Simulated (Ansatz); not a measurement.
# Two runs on Si2H3OF

System: Si2H3OF, SMILES F[Si]O[SiH3].
Method of run 1: RKS PBE0-D4/def2-TZVPP (Ansatz 0.2.0).

The geometry comes from this level: PBE0-D4/def2-TZVP. Text and figures count atoms from 1; the logs count them from 0 in places.

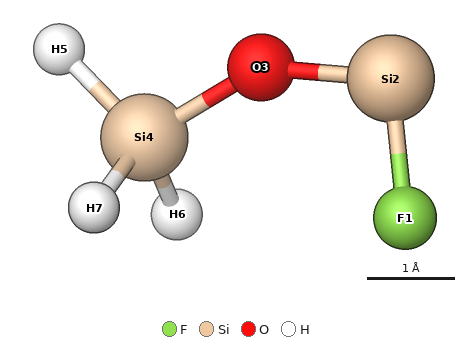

Fig. 1: The structure as given in the input (ball-and-stick view, seen at a tilt; atoms are numbered from 1 in the order of the input). Bond lengths as drawn: F–Si 1.62 Å, H–Si 1.48 Å and O–Si 1.63 to 1.66 Å.

Input file, run 1:
```yaml
crystal:
  periodic: [false, false, false]
  atoms:
    - {symbol: F, position_ang: [0.639288, -1.829497, 1.608675]}
    - {symbol: Si, position_ang: [-0.428710, -2.165511, 0.441497]}
    - {symbol: O, position_ang: [-0.538267, -0.736460, -0.334595]}
    - {symbol: Si, position_ang: [-0.025556, 0.837137, -0.406731]}
    - {symbol: H, position_ang: [-0.705066, 1.480661, -1.555506]}
    - {symbol: H, position_ang: [-0.385726, 1.537825, 0.849986]}
    - {symbol: H, position_ang: [1.444049, 0.875846, -0.603327]}
basis:
  gaussian: {orbitals: def2-TZVPP}
hamiltonian: {xc: pbe0, dispersion: d4}
output: {orbitals: {seedname: orbitals}}
```

Hardware: 2 CPU threads, shared host.

Output (run 1):
```
Functional definition: PBE0
  parameter a = 0.25
  parameter kappa = 0.804
  parameter beta = 0.06672455060314922
  exchange = (1 - a)*pbe_x(kappa = kappa, mu = beta*pi^2/3) + a*exact_x
  correlation = pbe_c(beta = beta)
1066 factors; their error is unknown
mean field evaluation 1: about -20556.2771 eV, gradient 6.2e1 eV
mean field evaluation 2: about -20540.0329 eV, gradient 1.1e2 eV
mean field evaluation 4: about -20562.0566 eV, gradient 8.5e0 eV
mean field evaluation 8: about -20562.1543 eV, gradient 3.7e-2 eV
mean field evaluation 16: about -20562.2023 eV, gradient 3.8e-5 eV
mean field -20562.20233866 eV, -755.6469983843 hartree, gradient 3.8e-5 eV, S^2 0.000000; 0 other end points of the search recorded, 0 dependent functions left out
reference -20562.20236874 eV, -755.6469994898 hartree; 24, 24 occupied and 164, 164 virtual orbitals, 1066 factors
Total energy: -20562.32968328 eV, -755.6516782130 hartree
```

The input of run 2 differs as follows (lines with − go, lines with + come):
```diff
-  gaussian: {orbitals: def2-TZVPP}
+  gaussian: {orbitals: def2-SVP}
```

Predict how the results change.

The total energy of run 2 is 274.2 kcal/mol higher, which measures the change of basis and not a stability. The HOMO goes from −7.74 to −7.62 eV. The LUMO goes from −1.72 to −1.58 eV. The basis functions go from 188 to 79.

Output (run 2):
```
Functional definition: PBE0
  parameter a = 0.25
  parameter kappa = 0.804
  parameter beta = 0.06672455060314922
  exchange = (1 - a)*pbe_x(kappa = kappa, mu = beta*pi^2/3) + a*exact_x
  correlation = pbe_c(beta = beta)
741 factors; integrals over basis functions are off by at most 1.1e-3 eV
mean field evaluation 1: about -20545.4974 eV, gradient 5.3e1 eV
mean field evaluation 2: about -20534.3055 eV, gradient 9.3e1 eV
mean field evaluation 4: about -20550.2378 eV, gradient 5.6e0 eV
mean field evaluation 8: about -20550.3122 eV, gradient 1.1e-1 eV
mean field -20550.31221041 eV, -755.2100442308 hartree, gradient 8.0e-5 eV, S^2 0.000000; 0 other end points of the search recorded, 0 dependent functions left out
reference -20550.31223689 eV, -755.2100452037 hartree; 24, 24 occupied and 55, 55 virtual orbitals, 741 factors
Total energy: -20550.43955143 eV, -755.2147239270 hartree
```

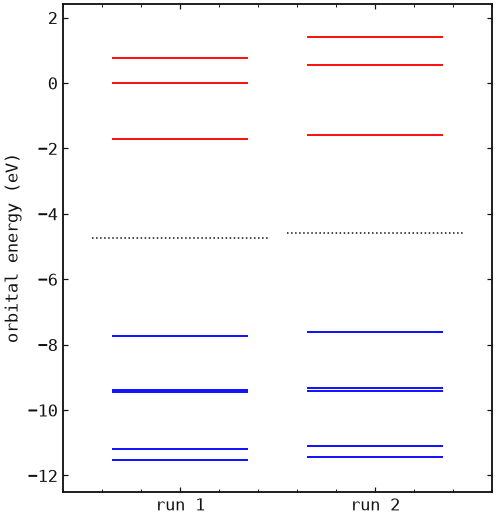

Fig. 2: The five highest filled and three lowest empty orbital energies of the two runs; the dotted lines part filled from empty levels. The HOMO–LUMO gap is 6.02 eV in run 1 and 6.05 eV in run 2.

The two runs side by side:

```tsv
quantity	run 1	run 2
outcome	converged	converged
total energy (hartree)	−755.651678	−755.214724
HOMO (eV)	−7.74	−7.62
LUMO (eV)	−1.72	−1.58
basis functions	188	79
wall time (shared host)	2.7 s	1.1 s
```
